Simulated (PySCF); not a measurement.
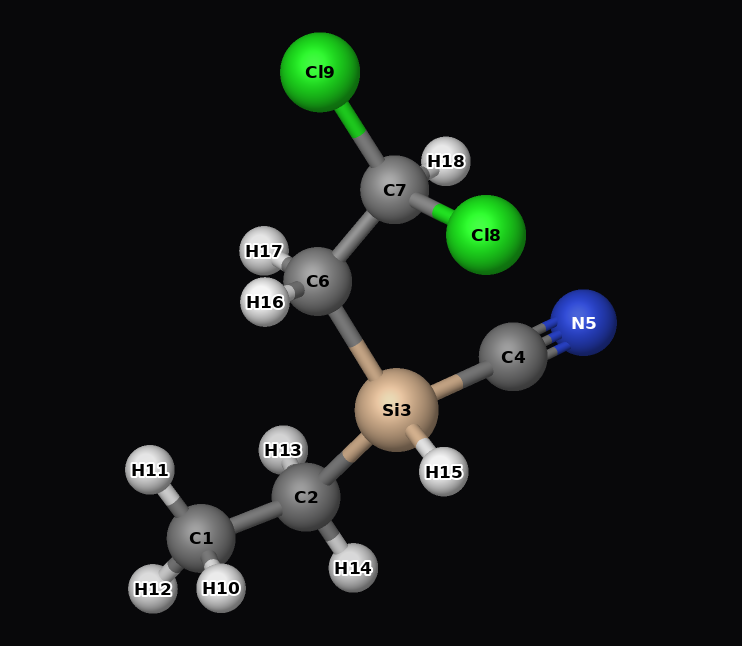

Computed geometry: GFN2-xTB optimisation. No frequency run is at hand to confirm it as a minimum. Electric field gradients from the ground-state density, PBE0/pcSseg-1 (PySCF 2.14.0), non-relativistic apart from any core potentials.

Give the largest field-gradient component, the quadrupole coupling constant and the asymmetry for 14N at N5 (Q = 20.44 mb), 35Cl at Cl8 (Q = −81.7 mb), 35Cl at Cl9 (Q = −81.7 mb), 2H at H10 (Q = 2.86 mb), 2H at H11 (Q = 2.86 mb).

```csv
atom,V_zz (a.u.),e²qQ/h (MHz),η
N5,−1.162,−5.58,0.03
Cl8,4.003,−76.8,0.06
Cl9,4.060,−77.9,0.03
H10,0.314,0.211,0.03
H11,0.314,0.211,0.03
```

The geometry is semi-empirical. Around Si such bond lengths and angles can be off by a tenth of an ångström or more and by several degrees, and values that hang on the shape move with them.
